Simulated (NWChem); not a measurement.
# MP2/LANL2DZ (core potential) run of CH6Ge (methyl germane)

Aim: the vertical ionisation energy of CH6Ge (methyl germane) at MP2/LANL2DZ (core potential), from 2 runs. 

The results are computed with NWChem 7.3.0.

### Step 1. Starting point

CH6Ge: 8 atoms, total charge 0, spin state singlet. SMILES: `[CH3][GeH3]`. The coordinates come from a PBE0-D4/def2-TZVP relaxation.

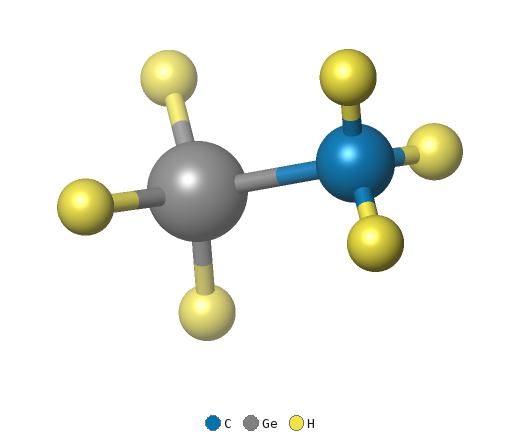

Viewed from a chosen angle; carbon blue, germanium grey, hydrogen yellow.

### Step 2. A single-point energy at MP2/LANL2DZ (core potential)

ch6ge.nw reads:

```
start ch6ge
title "CH6Ge energy"
memory stack 880 mb heap 220 mb global 1100 mb

geometry units au noautosym nocenter noautoz
  C   -0.58751585   0.35961488  -1.83567996
  Ge   0.56105969  -0.34374118   1.60003111
  H   -2.60801102   0.76382730  -1.84531756
  H    0.41347208   1.98836983  -2.60479849
  H   -0.23545988  -1.26498267  -3.05379742
  H    0.05801459   1.94301640   3.32610695
  H    3.41492408  -0.90631265   1.62081810
  H   -0.84225093  -2.64788425   2.68737952
end

basis spherical bse
  * library LANL2DZ
end

ecp bse
  Ge library LANL2DZ
end

scf
  thresh 1e-08
  maxiter 80
  noprint "final vectors analysis"
end

mp2
  freeze core 1
  tight
end

task mp2 energy
```

The run is started by

```bash
$ nwchem ch6ge.nw > ch6ge.out
```

Standard output:

```text
[...]
  functions       =    29
[...]
  wavefunction    = RHF
[...]
         Total SCF energy =    -44.961140764505
      One-electron energy =   -115.483329032667
      Two-electron energy =     42.391949092831
 Nuclear repulsion energy =     28.130239175332
        Time for solution =      0.7s
[...]
          Total MP2 energy           -45.106182011726
[...]
```

It took 1.5 s on 1 thread of AMD EPYC 7R13 (Zen 3), shared host; peak memory 0.098 GiB.

### Step 3. The doublet cation, same level

geom.xyz reads:

```xyz
8
CH6Ge
C     -0.310900     0.190300    -0.971400
Ge     0.296900    -0.181900     0.846700
H     -1.380100     0.404200    -0.976500
H      0.218800     1.052200    -1.378400
H     -0.124600    -0.669400    -1.616000
H      0.030700     1.028200     1.760100
H      1.807100    -0.479600     0.857700
H     -0.445700    -1.401200     1.422100
```

geom.nw reads:

```
start geom
title "CH6Ge"
memory stack 880 mb heap 220 mb global 1100 mb
charge 1

geometry units angstrom noautosym nocenter noautoz
   load geom.xyz
end

basis spherical bse
   C library LANL2DZ
   Ge library LANL2DZ
   H library LANL2DZ
end

ecp bse
   Ge library LANL2DZ
end

scf
   doublet
   uhf
   thresh 1e-08
   maxiter 80
   print low
end

mp2
   freeze core 1
   tight
end

task mp2 energy
```

The run is started by

```bash
$ nwchem geom.nw > geom.out
```

Standard output:

```text
[...]
  functions       =    29
[...]
  wavefunction    = UHF
[...]
         Total SCF energy =    -44.572277695410
      One electron energy =   -111.057654972660
      Two electron energy =     38.355136072239
 Nuclear repulsion energy =     28.130241205011
                       Sz =      0.5000
                 Sz(Sz+1) =      0.7500
                      S^2 =      0.7572
[...]
          Total MP2 energy           -44.698516205844
[...]
```

Wall time 4.8 s (1 thread of AMD EPYC 7R13 (Zen 3), shared host); peak memory 0.099 GiB.

### Step 4. What came out

At MP2/LANL2DZ (core potential), 1 core orbital frozen:

| quantity | value |
| --- | --- |
| singlet CH6Ge: total energy | -45.10618 Eh |
| singlet CH6Ge: correlation energy (1 core orbital frozen) | -145.0 mEh |
| doublet cation: total energy | -44.69852 Eh |
| doublet cation: correlation energy (1 core orbital frozen) | -126.2 mEh |
| doublet cation: ⟨S²⟩ of the reference determinant | 0.757 |
| vertical ionisation energy (to the doublet cation) | 11.093 eV |

**Reading.** Removing an electron at fixed nuclei costs 11.09 eV (256 kcal/mol). Mulliken charges (singlet CH6Ge) run from -0.90 on C1 to +0.75 on Ge2.
